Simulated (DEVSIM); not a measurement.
Device: abrupt Si n-p junction, at 300 K.

```
layer (left to right)  material  thickness (μm)  Nd (cm⁻³)  Na (cm⁻³)  τn (s)  τp (s)
---------------------  --------  --------------  ---------  ---------  ------  ------
1                            Si            1.50     9.9e17          -  3.4e-6  3.4e-6
2                            Si            61.0          -     6.7e16  3.4e-6  3.4e-6
```

Left contact: ohmic. Right contact: ohmic. Voltage is applied to the left contact. Recombination: SRH at mid-gap. Mobility is constant in doping.

This is a model device: material constants are rounded textbook-type values typed into the input, and sizes, dopings and lifetimes were drawn at random. Values at 300 K.

| parameter | Si |
|---|---|
| gap (eV) | 1.124 |
| affinity (eV) | 4.05 |
| permittivity | 11.7 |
| Nc (cm⁻³) | 2.86e19 |
| Nv (cm⁻³) | 3.1e19 |
| μn (cm²/Vs) | 1417 |
| μp (cm²/Vs) | 470 |

Model (solved in DEVSIM): 1D drift-diffusion, Boltzmann statistics, complete ionisation; no tunnelling, impact ionisation, image-force lowering or self-heating.

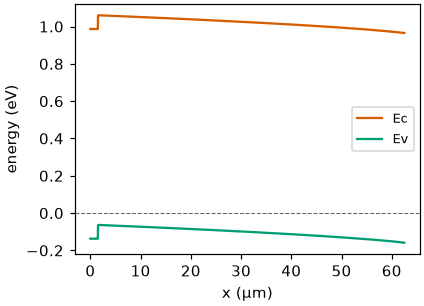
Fig. 1. Band edges at -0.9 V on the left contact

Energies count from the Fermi level of the right contact; mesh points crowd at the junctions.

```
x (μm)   Ec (eV)  Ev (eV)  n (cm⁻³)  p (cm⁻³)  field (V/cm)
-------  -------  -------  --------  --------  ------------
0.000      0.987   -0.137    9.9e17       120           ≈ 0
0.03674    0.987   -0.137    9.9e17    1.8e14           ≈ 0
0.1279     0.987   -0.137    9.9e17    6.1e14           ≈ 0
0.3538     0.987   -0.137    9.9e17    1.7e15           ≈ 0
1.023      0.987   -0.137    9.9e17    4.9e15           ≈ 0
1.323      0.987   -0.137    1.0e18    6.3e15           ≈ 0
1.443      0.987   -0.137    1.0e18    6.9e15           ≈ 0
1.500      1.012   -0.112    3.8e17    1.9e16         52000
1.537      1.059   -0.065    6.0e16    1.2e17          1100
1.633      1.060   -0.064    5.7e16    1.2e17           -11
1.877      1.060   -0.064    5.7e16    1.2e17           -11
2.838      1.059   -0.065    5.7e16    1.2e17           -11
4.957      1.057   -0.067    5.6e16    1.2e17           -11
10.37      1.050   -0.074    5.3e16    1.2e17           -12
32.00      1.023   -0.101    3.9e16    1.1e17           -14
50.58      0.993   -0.131    2.2e16    8.9e16           -19
57.85      0.978   -0.146    1.1e16    7.8e16           -24
60.69      0.971   -0.153    4.6e15    7.2e16           -27
61.99      0.967   -0.157    1.4e15    6.8e16           -30
62.31      0.966   -0.158    5.2e14    6.8e16           -31
62.44      0.966   -0.158    1.7e14    6.7e16           -31
62.50      0.965   -0.159      1700    6.7e16           -31
```
